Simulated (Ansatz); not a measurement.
# Ge2H4 (triplet): wave-function methods side by side, cc-pVDZ

How much of the correlation energy of Ge2H4 (triplet) does each wave-function method recover here?

Computed with Ansatz 0.2.0, Gaussian basis. Level: cc-pVDZ, core rule «outside noble gas», up to 28 orbitals frozen.

Plan: UHF; CCSD(T) on ROHF; CCSD(T) on UHF; BCCD(T) on ROHF; CISD; CCSDT(Q) on ROHF; CCSDT(Q) on UHF; CASSCF and MRCISD+Q, 10 electrons in 10 orbitals; CASSCF and NEVPT2, 10 electrons in 10 orbitals.

15 further runs of the same task are left out: 4 that didn't finish, 11 set aside as unsound or not needed.

## 1. The geometry

The geometry is a PBE0/def2-TZVP stationary point (not a proven minimum). No spin-orbit coupling is included. The filled d shell of Ge may be among the frozen orbitals whatever the setting's name suggests; the logs give the count.

6 atoms, charge 0, spin multiplicity 3.

Atoms are counted from 1 here; the program's logs count them from 0.

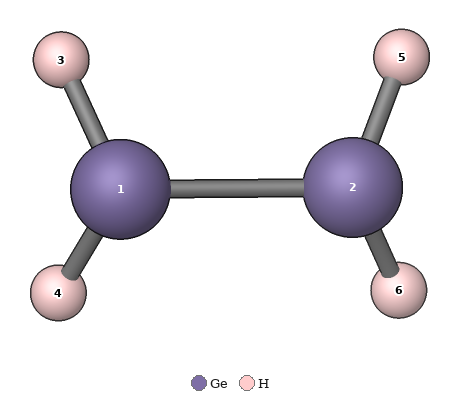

The geometry (germanium purple, hydrogen pink); atoms are numbered from 1 in the order of the file.

In the tables R marks a restricted open-shell determinant and U an unrestricted one; 'frontier' is the active space of 10 electrons in 10 orbitals; energies count from the table's Hartree-Fock row.

## 2. UHF

Contents of in.yaml:

```yaml
crystal:
  periodic: [false, false, false]
  atoms:
    - {symbol: Ge, position_ang: [0.019165, 0.000000, 1.227623]}
    - {symbol: Ge, position_ang: [0.019165, 0.000000, -1.227623]}
    - {symbol: H, position_ang: [-0.690593, 1.252282, 1.800430]}
    - {symbol: H, position_ang: [-0.690593, -1.252282, 1.800430]}
    - {symbol: H, position_ang: [-0.690593, 1.252282, -1.800430]}
    - {symbol: H, position_ang: [-0.690593, -1.252282, -1.800430]}
basis:
  gaussian: {orbitals: cc-pVDZ}
magnetization: {spin_polarized: true, initial_magnetization: 2}
hamiltonian: {xc: hf}
output: {orbitals: {seedname: orbitals}}
```

Run with:

```sh
> ansatz run in.yaml --threads 1 --pin off --events-out ev --progress --plain --max-ram 2393MiB
```

What it wrote:

```text
Functional definition: HF
  name "HF"
  cite "Fock, Z. Phys. 61, 126 (1930) doi:10.1007/BF01340294"
  parent pbe
  exchange = exact_x
  correlation = 0
826 factors; integrals over basis functions are off by at most 8.6e-4 eV
mean field evaluation 1: about -113006.1224 eV, gradient 8.5e0 eV
mean field evaluation 2: about -113006.1276 eV, gradient 8.5e0 eV
mean field evaluation 4: about -113007.2140 eV, gradient 9.3e-1 eV
mean field evaluation 8: about -113007.2337 eV, gradient 1.9e-4 eV
mean field -113007.23380304 eV, -4152.9392432075 hartree, gradient 1.7e-5 eV, S^2 2.009926; 0 other end points of the search recorded, 0 dependent functions left out
reference -113007.23380304 eV, -4152.9392432075 hartree; 35, 33 occupied and 39, 41 virtual orbitals, 826 factors
Total energy: -113007.23380304 eV, -4152.9392432075 hartree
```

It took 2.3 s on 1 thread of Arm Neoverse V2, shared host.

From the report: ⟨S²⟩ of the determinant 2.010 (pure triplet: 2.00).

## 3. CCSD(T) on ROHF

Changes to in.yaml since step 2:

```diff
@@ -11,4 +11,4 @@
   gaussian: {orbitals: cc-pVDZ}
-magnetization: {spin_polarized: true, initial_magnetization: 2}
-hamiltonian: {xc: hf}
-output: {orbitals: {seedname: orbitals}}
+magnetization: {spin_polarized: false, initial_magnetization: 2}
+correlation: {method: ccsd_t, electrons: outside_noble_gas}
+output: {forces: true}
```

The command is unchanged.

What it wrote (excerpt; [...] marks lines left out):

```text
Functional definition: HF
  name "HF"
  cite "Fock, Z. Phys. 61, 126 (1930) doi:10.1007/BF01340294"
  parent pbe
[...]
826 factors; integrals over basis functions are off by at most 8.6e-4 eV
[...]
mean field -113007.13206210 eV, -4152.9355042969 hartree, gradient 1.4e-6 eV, S^2 2.000000; 0 other end points of the search recorded, 0 dependent functions left out
28 core orbitals not correlated: weight in the atoms' cores, before any rotation towards them, 0.999 or more for the frozen orbitals, at most 0.000 for the correlated occupied ones
reference -113007.13206210 eV, -4152.9355042969 hartree; 7, 5 occupied and 39, 41 virtual orbitals, 826 factors
second order -4.42940246 eV of doubles, -0.06167195 eV of singles
cycle   1  -5.30276043 eV  change   -8.1e-1 eV  update   7.0e-2
[...]
cycle  12  -5.60817261 eV  change   -3.7e-7 eV  update   1.7e-6
perturbative correction -0.13649809 eV, -0.0050162122 hartree
[...]
Total energy: -113012.87673280 eV, -4153.1466170511 hartree
Atom 0 at     0.019165     0.000000     1.227623 Å, force     0.089472    -0.000000     0.246122 eV/Å
Atom 1 at     0.019165     0.000000    -1.227623 Å, force     0.089472    -0.000000    -0.246122 eV/Å
Atom 2 at    -0.690593     1.252282     1.800430 Å, force    -0.044736     0.087512     0.046670 eV/Å
Atom 3 at    -0.690593    -1.252282     1.800430 Å, force    -0.044736    -0.087512     0.046670 eV/Å
Atom 4 at    -0.690593     1.252282    -1.800430 Å, force    -0.044736     0.087512    -0.046670 eV/Å
Atom 5 at    -0.690593    -1.252282    -1.800430 Å, force    -0.044736    -0.087512    -0.046670 eV/Å
Dipole moment:     0.051329     0.000000    -0.000000 e Å
```

Wall time 10 s (1 thread of Arm Neoverse V2, shared host); peak memory 0.26 GiB.

From the report: correlation -5.7447 eV; T1 0.017; largest double amplitude 0.04.

## 4. CCSD(T) on UHF

Changes to in.yaml since step 3:

```diff
@@ -11,3 +11,3 @@
   gaussian: {orbitals: cc-pVDZ}
-magnetization: {spin_polarized: false, initial_magnetization: 2}
+magnetization: {spin_polarized: true, initial_magnetization: 2}
 correlation: {method: ccsd_t, electrons: outside_noble_gas}
```

The command is unchanged.

What it wrote (excerpt; [...] marks lines left out):

```text
Functional definition: HF
  name "HF"
  cite "Fock, Z. Phys. 61, 126 (1930) doi:10.1007/BF01340294"
  parent pbe
[...]
826 factors; integrals over basis functions are off by at most 8.6e-4 eV
[...]
mean field -113007.23380304 eV, -4152.9392432075 hartree, gradient 3.2e-6 eV, S^2 2.009926; 0 other end points of the search recorded, 0 dependent functions left out
28 core orbitals not correlated: weight in the atoms' cores, before any rotation towards them, 0.999 or more for the frozen orbitals, at most 0.000 for the correlated occupied ones
reference -113007.23380304 eV, -4152.9392432075 hartree; 7, 5 occupied and 39, 41 virtual orbitals, 826 factors
second order -4.39432551 eV of doubles, -0.00000000 eV of singles
cycle   1  -5.20485215 eV  change   -8.1e-1 eV  update   7.0e-2
[...]
cycle  12  -5.51591330 eV  change   -4.0e-7 eV  update   1.6e-6
perturbative correction -0.13459518 eV, -0.0049462815 hartree
[...]
Total energy: -113012.88431152 eV, -4153.1468955641 hartree
Atom 0 at     0.019165     0.000000     1.227623 Å, force     0.089816     0.000000     0.245960 eV/Å
Atom 1 at     0.019165     0.000000    -1.227623 Å, force     0.089815    -0.000000    -0.245960 eV/Å
Atom 2 at    -0.690593     1.252282     1.800430 Å, force    -0.044908     0.086855     0.046215 eV/Å
Atom 3 at    -0.690593    -1.252282     1.800430 Å, force    -0.044908    -0.086855     0.046215 eV/Å
Atom 4 at    -0.690593     1.252282    -1.800430 Å, force    -0.044908     0.086855    -0.046215 eV/Å
Atom 5 at    -0.690593    -1.252282    -1.800430 Å, force    -0.044908    -0.086855    -0.046215 eV/Å
Dipole moment:     0.052105     0.000000    -0.000000 e Å
```

Wall time 9 s (1 thread of Arm Neoverse V2, shared host); peak memory 0.26 GiB.

From the report: ⟨S²⟩ of the determinant 2.010 (pure triplet: 2.00); correlation -5.6505 eV; T1 0.012; largest double amplitude 0.04.

## 5. BCCD(T) on ROHF

Changes to in.yaml since step 4:

```diff
@@ -11,4 +11,3 @@
   gaussian: {orbitals: cc-pVDZ}
-magnetization: {spin_polarized: true, initial_magnetization: 2}
-correlation: {method: ccsd_t, electrons: outside_noble_gas}
-output: {forces: true}
+magnetization: {spin_polarized: false, initial_magnetization: 2}
+correlation: {method: bccd_t, electrons: outside_noble_gas}
```

The command is unchanged.

What it wrote (excerpt; [...] marks lines left out):

```text
Functional definition: HF
  name "HF"
  cite "Fock, Z. Phys. 61, 126 (1930) doi:10.1007/BF01340294"
  parent pbe
[...]
826 factors; integrals over basis functions are off by at most 8.6e-4 eV
[...]
mean field -113007.13206210 eV, -4152.9355042969 hartree, gradient 1.4e-6 eV, S^2 2.000000; 0 other end points of the search recorded, 0 dependent functions left out
28 core orbitals not correlated: weight in the atoms' cores, before any rotation towards them, 0.999 or more for the frozen orbitals, at most 0.000 for the correlated occupied ones
reference -113007.13206210 eV, -4152.9355042969 hartree; 7, 5 occupied and 39, 41 virtual orbitals, 826 factors
second order -4.42940246 eV of doubles, -0.06167195 eV of singles
cycle   1  -5.31773832 eV  change   -8.3e-1 eV  update   7.0e-2
[...]
cycle  10  -5.60521349 eV  change   -8.1e-6 eV  update   1.2e-5
perturbative correction -0.14023242 eV, -0.0051534465 hartree
Total energy: -113012.87750801 eV, -4153.1466455398 hartree
```

Wall time 3.9 s (1 thread of Arm Neoverse V2, shared host).

From the report: correlation -5.7454 eV; largest double amplitude 0.04.

## 6. CISD

Changes to in.yaml since step 5:

```diff
@@ -12,2 +12,2 @@
 magnetization: {spin_polarized: false, initial_magnetization: 2}
-correlation: {method: bccd_t, electrons: outside_noble_gas}
+correlation: {active_space: {ras: {orbitals: [5, 2, 39], electrons: 12, max_holes: 2, max_particles: 2}, fixed_orbitals: true}}
```

Same command.

What it wrote:

```text
Functional definition: HF
  name "HF"
  cite "Fock, Z. Phys. 61, 126 (1930) doi:10.1007/BF01340294"
  parent pbe
  exchange = exact_x
  correlation = 0
826 factors; integrals over basis functions are off by at most 8.6e-4 eV
mean field evaluation 1: about -113006.1180 eV, gradient 1.0e1 eV
mean field evaluation 2: about -113006.1228 eV, gradient 1.0e1 eV
mean field evaluation 4: about -113007.1219 eV, gradient 1.0e0 eV
mean field evaluation 8: about -113007.1321 eV, gradient 2.2e-3 eV
mean field -113007.13206210 eV, -4152.9355042969 hartree, gradient 1.4e-6 eV, S^2 2.000000; 0 other end points of the search recorded, 0 dependent functions left out
reference -113007.13206210 eV, -4152.9355042969 hartree; 35, 33 occupied and 39, 41 virtual orbitals, 826 factors
state -113012.28831614 eV, -4153.1249931378 hartree
Total energy: -113012.28831614 eV, -4153.1249931378 hartree
```

Wall time 6 s (1 thread of Arm Neoverse V2, shared host).

From the report: 83,352 determinants.

## 7. CCSDT(Q) on ROHF

Changes to in.yaml since step 6:

```diff
@@ -12,2 +12,2 @@
 magnetization: {spin_polarized: false, initial_magnetization: 2}
-correlation: {active_space: {ras: {orbitals: [5, 2, 39], electrons: 12, max_holes: 2, max_particles: 2}, fixed_orbitals: true}}
+correlation: {method: ccsdt_q, electrons: outside_noble_gas}
```

The command is unchanged.

What it wrote (excerpt; [...] marks lines left out):

```text
Functional definition: HF
  name "HF"
  cite "Fock, Z. Phys. 61, 126 (1930) doi:10.1007/BF01340294"
  parent pbe
[...]
1498 factors; integrals over basis functions are off by at most 1.4e-7 eV
[...]
mean field -113007.13223765 eV, -4152.9355107481 hartree, gradient 1.5e-6 eV, S^2 2.000000; 0 other end points of the search recorded, 0 dependent functions left out
28 core orbitals not correlated: weight in the atoms' cores, before any rotation towards them, 0.999 or more for the frozen orbitals, at most 0.000 for the correlated occupied ones
reference -113007.13223765 eV, -4152.9355107481 hartree; 7, 5 occupied and 39, 41 virtual orbitals, 1498 factors
second order -4.42944851 eV of doubles, -0.06167191 eV of singles
cycle   1  -5.30276542 eV  change   -8.1e-1 eV  update   7.7e-2
[...]
cycle  16  -5.77616585 eV  change    6.2e-7 eV  update   3.5e-7
perturbative correction -0.00489315 eV, -0.0001798201 hartree
Total energy: -113012.91329665 eV, -4153.1479607481 hartree
```

Run time: 65 s. Hardware: 1 thread of Arm Neoverse V2, shared host; peak memory 1.2 GiB.

From the report: correlation -5.7811 eV; T1 0.018; largest double amplitude 0.04.

## 8. CCSDT(Q) on UHF

Changes to in.yaml since step 7:

```diff
@@ -11,3 +11,3 @@
   gaussian: {orbitals: cc-pVDZ}
-magnetization: {spin_polarized: false, initial_magnetization: 2}
+magnetization: {spin_polarized: true, initial_magnetization: 2}
 correlation: {method: ccsdt_q, electrons: outside_noble_gas}
```

The command is unchanged.

What it wrote (excerpt; [...] marks lines left out):

```text
Functional definition: HF
  name "HF"
  cite "Fock, Z. Phys. 61, 126 (1930) doi:10.1007/BF01340294"
  parent pbe
[...]
1498 factors; integrals over basis functions are off by at most 1.4e-7 eV
[...]
mean field -113007.23397887 eV, -4152.9392496690 hartree, gradient 3.3e-6 eV, S^2 2.009926; 0 other end points of the search recorded, 0 dependent functions left out
28 core orbitals not correlated: weight in the atoms' cores, before any rotation towards them, 0.999 or more for the frozen orbitals, at most 0.000 for the correlated occupied ones
reference -113007.23397887 eV, -4152.9392496690 hartree; 7, 5 occupied and 39, 41 virtual orbitals, 1498 factors
second order -4.39437117 eV of doubles, -0.00000000 eV of singles
cycle   1  -5.20485691 eV  change   -8.1e-1 eV  update   7.7e-2
[...]
cycle  16  -5.68226666 eV  change    6.9e-7 eV  update   3.7e-7
perturbative correction -0.00494661 eV, -0.0001817845 hartree
Total energy: -113012.92119214 eV, -4153.1482509019 hartree
```

Run time: 53 s. Hardware: 1 thread of Arm Neoverse V2, shared host; peak memory 0.89 GiB.

From the report: ⟨S²⟩ of the determinant 2.010 (pure triplet: 2.00); correlation -5.6872 eV; T1 0.013; largest double amplitude 0.04.

## 9. CASSCF and MRCISD+Q, 10 electrons in 10 orbitals

Changes to in.yaml since step 8:

```diff
@@ -11,3 +11,3 @@
   gaussian: {orbitals: cc-pVDZ}
-magnetization: {spin_polarized: true, initial_magnetization: 2}
-correlation: {method: ccsdt_q, electrons: outside_noble_gas}
+magnetization: {spin_polarized: false, initial_magnetization: 2}
+correlation: {method: fic_mrcisd_q, electrons: outside_noble_gas, active_space: {window: {electrons: 10, orbitals: 10}}}
```

Launched as before.

What it wrote (excerpt; [...] marks lines left out):

```text
Functional definition: HF
  name "HF"
  cite "Fock, Z. Phys. 61, 126 (1930) doi:10.1007/BF01340294"
  parent pbe
[...]
826 factors; integrals over basis functions are off by at most 8.6e-4 eV
[...]
mean field -113007.13206210 eV, -4152.9355042969 hartree, gradient 1.4e-6 eV, S^2 2.000000; 0 other end points of the search recorded, 0 dependent functions left out
reference -113007.13206210 eV, -4152.9355042969 hartree; 35, 33 occupied and 39, 41 virtual orbitals, 826 factors
state -113008.76009703 eV, -4152.9953334771 hartree
contracted CI cycle   1: correlation 0.00000000 eV, 0.0000000000 hartree, residual 1.43e1 eV
contracted CI cycle   2: correlation -3.63856813 eV, -0.1337149125 hartree, residual 2.85e0 eV
contracted CI cycle   3: correlation -3.79535047 eV, -0.1394765573 hartree, residual 7.37e-1 eV
contracted CI cycle   4: correlation -3.80621387 eV, -0.1398757798 hartree, residual 2.29e-1 eV
contracted CI cycle   5: correlation -3.80724280 eV, -0.1399135922 hartree, residual 7.46e-2 eV
contracted CI cycle   6: correlation -3.80735107 eV, -0.1399175710 hartree, residual 2.74e-2 eV
contracted CI cycle   7: correlation -3.80736405 eV, -0.1399180480 hartree, residual 9.38e-3 eV
contracted CI cycle   8: correlation -3.80736562 eV, -0.1399181057 hartree, residual 3.19e-3 eV
contracted CI cycle   9: correlation -3.80736580 eV, -0.1399181124 hartree, residual 1.03e-3 eV
state -113008.76009703 eV, -4152.9953334771 hartree; corrected -113012.88617356 eV, -4153.1469639928 hartree
Total energy: -113012.88617356 eV, -4153.1469639928 hartree
```

Run time: 18 s. Hardware: 1 thread of Arm Neoverse V2, shared host; peak memory 0.59 GiB.

From the report: 15,912 determinants; active occupations 1.98, 1.98, 1.97, 1.97, 1.00, 1.00, 0.03, 0.03, 0.02, 0.02.

## 10. CASSCF and NEVPT2, 10 electrons in 10 orbitals

Changes to in.yaml since step 9:

```diff
@@ -12,2 +12,2 @@
 magnetization: {spin_polarized: false, initial_magnetization: 2}
-correlation: {method: fic_mrcisd_q, electrons: outside_noble_gas, active_space: {window: {electrons: 10, orbitals: 10}}}
+correlation: {method: sc_nevpt2, electrons: outside_noble_gas, active_space: {window: {electrons: 10, orbitals: 10}}}
```

Same command.

What it wrote:

```text
Functional definition: HF
  name "HF"
  cite "Fock, Z. Phys. 61, 126 (1930) doi:10.1007/BF01340294"
  parent pbe
  exchange = exact_x
  correlation = 0
826 factors; integrals over basis functions are off by at most 8.6e-4 eV
mean field evaluation 1: about -113006.1180 eV, gradient 1.0e1 eV
mean field evaluation 2: about -113006.1228 eV, gradient 1.0e1 eV
mean field evaluation 4: about -113007.1219 eV, gradient 1.0e0 eV
mean field evaluation 8: about -113007.1321 eV, gradient 2.2e-3 eV
mean field -113007.13206210 eV, -4152.9355042969 hartree, gradient 1.4e-6 eV, S^2 2.000000; 0 other end points of the search recorded, 0 dependent functions left out
reference -113007.13206210 eV, -4152.9355042969 hartree; 35, 33 occupied and 39, 41 virtual orbitals, 826 factors
state -113008.76009703 eV, -4152.9953334771 hartree
state -113008.76009703 eV, -4152.9953334771 hartree; corrected -113011.69124084 eV, -4153.1030510254 hartree
Total energy: -113011.69124084 eV, -4153.1030510254 hartree
```

Run time: 15 s. Hardware: 1 thread of Arm Neoverse V2, shared host.

From the report: 15,912 determinants; active occupations 1.98, 1.98, 1.97, 1.97, 1.00, 1.00, 0.03, 0.03, 0.02, 0.02.

## 11. Misses and costs

The yardstick is UCCSDT(Q), where the cluster series has nearly closed. Rows without a time come out of other runs: HF, MP2 and CCSD of CCSD(T), CCSDT of CCSDT(Q), CASSCF and MRCISD of the multireference runs. The times of RCCSD(T), UCCSD(T) include forces.

Differences are taken before rounding.

| method | energy from the lowest RHF (kcal/mol) | from UCCSDT(Q) (kcal/mol) | time |
| --- | --- | --- | --- |
| RHF | 0.00 | +133.50 |  |
| UHF | -2.35 | +131.15 |  |
| RMP2 | -103.57 | +29.93 |  |
| UMP2 | -103.68 | +29.82 |  |
| CISD | -118.91 | +14.59 | 6 s |
| RCCSD | -129.33 | +4.17 |  |
| UCCSD | -129.55 | +3.95 |  |
| RCCSD(T) | -132.48 | +1.03 | 10 s |
| UCCSD(T) | -132.65 | +0.85 | 9 s |
| BCCD(T) | -132.49 | +1.01 | 3.9 s |
| RCCSDT | -133.21 | +0.29 |  |
| UCCSDT | -133.39 | +0.11 |  |
| RCCSDT(Q) | -133.32 | +0.18 | 65 s |
| UCCSDT(Q) | -133.50 | 0 | 53 s |
| CASSCF frontier | -37.54 | +95.96 |  |
| NEVPT2 frontier | -105.14 | +28.36 | 15 s |
| MRCISD frontier | -125.34 | +8.16 |  |
| MRCISD+Q frontier | -132.69 | +0.81 | 18 s |

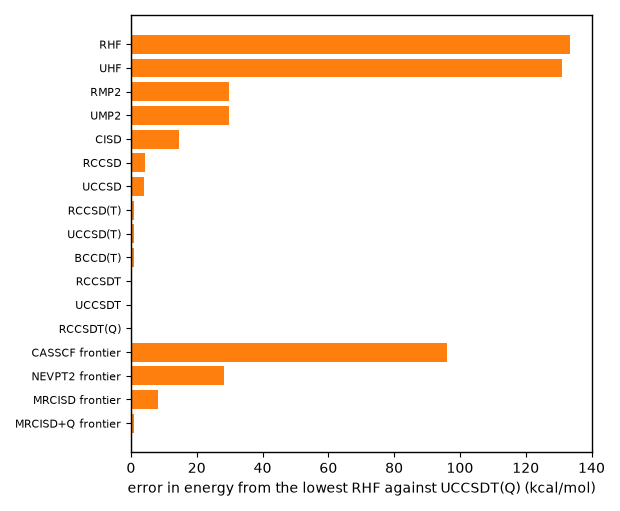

Deviations from UCCSDT(Q), method by method.

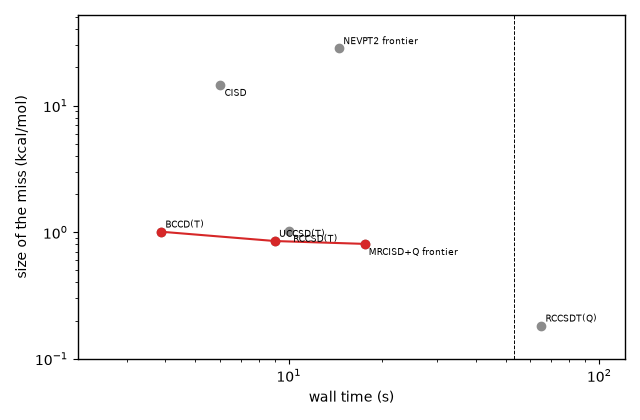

Miss against cost. Red marks the levels that no quicker level drawn beats (of those quicker than the yardstick), and the dashed line is the time of UCCSDT(Q). Times are from a shared host.

With the free atoms at the same levels and basis (separate runs), the atomisation energy is 12.333 eV at UCCSDT(Q), 12.324 eV at RCCSD(T), 12.312 eV at UCCSD(T), 9.848 eV at RHF.

## 12. Summary of results

| quantity | value |
| --- | --- |
| UCCSDT(Q) below the RHF energy | -5.7891 eV |
| RMP2 from UCCSDT(Q) | +29.93 kcal/mol |
| UMP2 from UCCSDT(Q) | +29.82 kcal/mol |
| RCCSD from UCCSDT(Q) | +4.17 kcal/mol |
| RCCSD(T) from UCCSDT(Q) | +1.03 kcal/mol |
| UCCSD(T) from UCCSDT(Q) | +0.85 kcal/mol |
| RCCSDT(Q) from UCCSDT(Q) | +0.18 kcal/mol |
| NEVPT2 frontier from UCCSDT(Q) | +28.36 kcal/mol |
| MRCISD+Q frontier from UCCSDT(Q) | +0.81 kcal/mol |
| levels within 1 kcal/mol (43 meV) | UCCSD(T), RCCSDT, UCCSDT, RCCSDT(Q), MRCISD+Q frontier |
| T1 diagnostic | 0.017 |

**Reading.** RCCSD(T) misses by +1.03 kcal/mol, 0.8 % of the correlation energy. Of the multireference levels listed MRCISD+Q frontier comes nearest in total energy (+0.81 kcal/mol), which doesn't show that its space is the better one. These misses are within one basis, not against nature; the frozen cores of restricted and unrestricted runs differ, which can shift their rows.

MRCISD+Q frontier reaches 0.81 kcal/mol from the reference in 18 s, where UCCSDT(Q) took 53 s; the quickest level in the cost chart, BCCD(T), takes 3.9 s and misses by 1.01 kcal/mol.
